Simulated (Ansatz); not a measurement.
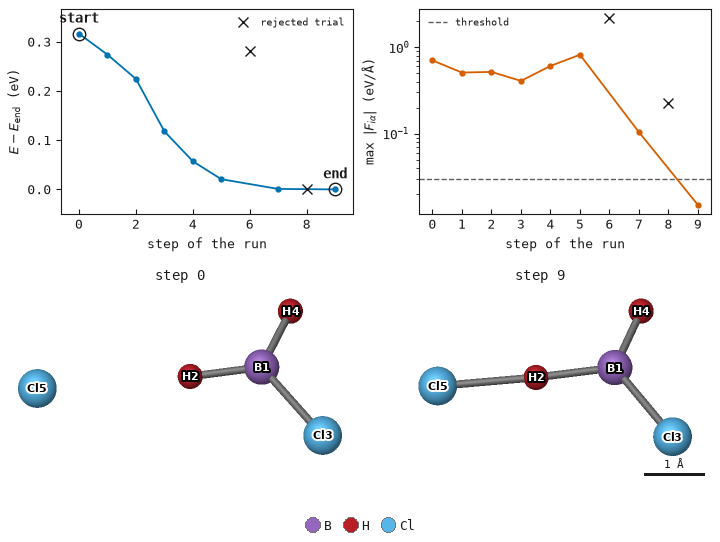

First and last geometry of a relaxation of BH2Cl2 (multiplicity 2), with the history of the run. A ball-and-stick model, seen at a tilt.

The run prepares an end point of a later path (reaction) calculation, from a guessed geometry.

Method: UKS PBE-D4/def2-SVP in Ansatz.

Input
```yaml
crystal:
  periodic: [false, false, false]
  atoms:
    - { symbol: B, position_ang: [0.032715, 0.0, -0.097017] }
    - { symbol: H, position_ang: [0.06437, 0.0, 1.107921] }
    - { symbol: Cl, position_ang: [1.536818, 0.0, -0.96403] }
    - { symbol: H, position_ang: [-1.026248, 0.0, -0.689879] }
    - { symbol: Cl, position_ang: [-0.027355, 0.0, 3.668004] }
magnetization:
  spin_polarized: true
  initial_magnetization: 1
basis:
  gaussian: { orbitals: def2-SVP }
hamiltonian:
  xc: pbe
  dispersion: d4
relax:
  f_tol: 0.03
  max_steps: 50
```

Run as
```bash
ansatz run input.yaml --threads 1 --pin off --max-ram 2048MiB --backend cpu --events-out ev --progress --plain --runs-dir out
```

Q: Read the history and describe the run.

A: It converged. After 7 accepted moves (9 points after the start) the energy has fallen by 0.317 eV. Largest force component: 0.7 eV/Å at the start, 0.015 eV/Å at the end. The line search rejected the trial steps at points 6, 8 of the run. The atom that moves furthest after the best rigid fit is Cl5 (0.68 Å). Largest moves by element: Cl 0.68 Å, H 0.24 Å, B 0.12 Å. Near-neighbour distances that change, for instance: H2–Cl5 2.562 → 1.649 Å, B1–H2 1.205 → 1.327 Å, B1–Cl3 1.736 → 1.716 Å. New bonds form, among them: H2–Cl5 (2.56 → 1.65 Å). Bond angles that change, for instance: Cl3–B1–H4 120.8° → 124.4°, H2–B1–H4 120.7° → 118.4°. Cost: 26 s on 1 thread of Arm Neoverse V2 (shared host), peak memory 0.12 GiB.

```csv
step,"E − E(0), eV","largest force component, eV/Å",note
0,0.0000,0.7034,
1,-0.0426,0.5091,
2,-0.0920,0.5177,
3,-0.1986,0.4075,
4,-0.2596,0.6068,
5,-0.2960,0.8194,
6,-0.0357,2.1760,rejected
7,-0.3157,0.1037,
8,-0.3153,0.2239,rejected
9,-0.3167,0.0149,
```

Limits of the set-up: the start holds two separate molecules, 2.6 Å apart at their closest, whose relative position is a soft coordinate.
